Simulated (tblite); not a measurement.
Frequency calculation, with input and output: GeBPH₅O₂

- system: GeBPH₅O₂, multiplicity 2
- method: GFN2-xTB harmonic vibrations, gas phase (tblite 0.8.0)

It belongs to a series of runs on one base structure; here: H removed from O.

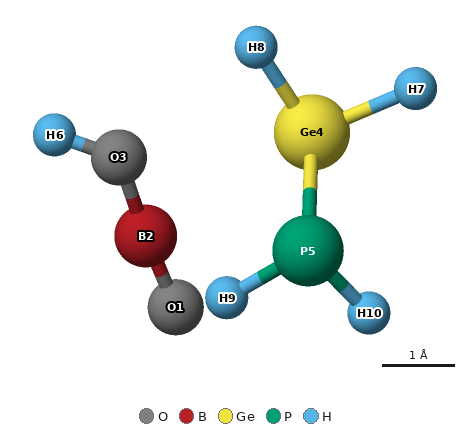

*The structure (ball-and-stick view, seen at a tilt; atoms are numbered from 1 in the order of the input). Sticks mark near contacts.*

Bond lengths as drawn: B–O 1.20 to 1.31 Å, Ge–H 1.57 to 1.59 Å, Ge–P 2.32 Å, H–O 0.95 Å and H–P 1.39 Å.

Key numbers:

```json
{"quantity": "outcome", "value": "converged"}
{"quantity": "total energy", "value": "−446.7991 eV"}
{"quantity": "zero-point energy", "value": "30.5530 kcal/mol"}
{"quantity": "hardware", "value": "1 CPU thread, shared host"}
{"quantity": "peak memory", "value": "0.18 GiB"}
```

Input:
```
{"job": {"kind": "ir", "xc": "GFN2-xTB", "basis": "xTB"}, "charge": 0, "multiplicity": 2}
O     -0.951673    -1.555088    -1.884695
B     -1.429294    -1.046669    -0.914351
O     -1.871890    -0.438852     0.155419
Ge     0.369983     1.314836    -0.007966
P      1.929148    -0.220078     0.755533
H     -2.679219    -0.702152     0.590240
H      1.270124     2.621117    -0.113335
H     -0.369137     1.754440     1.309608
H      1.163554    -1.360797     0.550945
H      2.577286    -0.362104    -0.463925
```

The first line tells a small driver script what to run in tblite; the rest is the geometry in Å.

Launched with:
```bash
OMP_NUM_THREADS=1 python <driver script> task.json out
```

Log:
```
mode    cm-1     km/mol
  1      -2.5      6.36
  2      19.5      7.77
  3      44.7      0.47
  4      87.6      7.81
  5     135.4      0.76
  6     198.1    150.41
  7     247.4      7.43
  8     324.4      6.07
  9     376.9     96.78
 10     420.7     18.75
 11     428.1     44.71
 12     441.2     41.22
 13     659.7     24.06
 14     716.9     95.21
 15     832.3    233.07
 16     861.7    404.09
 17    1018.6     21.31
 18    1121.5     14.72
 19    1454.8    569.15
 20    1602.5    766.15
 21    2141.6    563.81
 22    2267.5     99.79
 23    2330.8    146.36
 24    3640.1     52.07
```

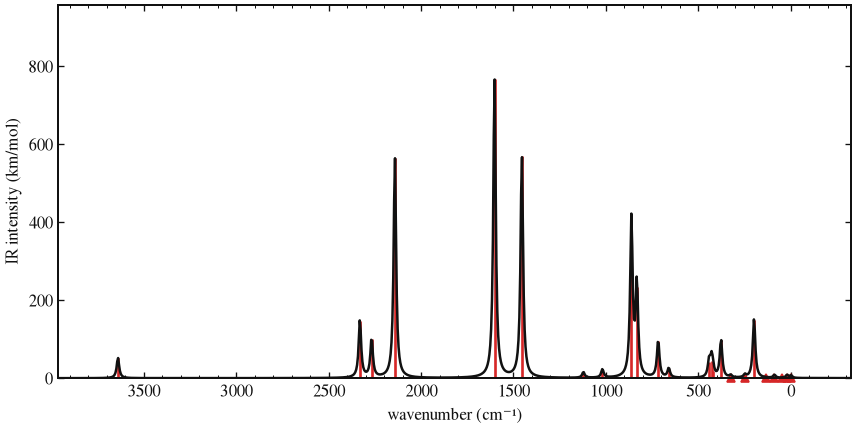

*Harmonic infrared spectrum, unscaled: sticks (degenerate modes added up, dark ones marked on the axis) with a Lorentzian envelope of 16 cm⁻¹ full width, scaled to the tallest stick.*

24 modes from 2i to 3640 cm⁻¹, none imaginary beyond the noise of the force constants (under 8i cm⁻¹). The strongest line is at 1602 cm⁻¹ (766 km/mol).
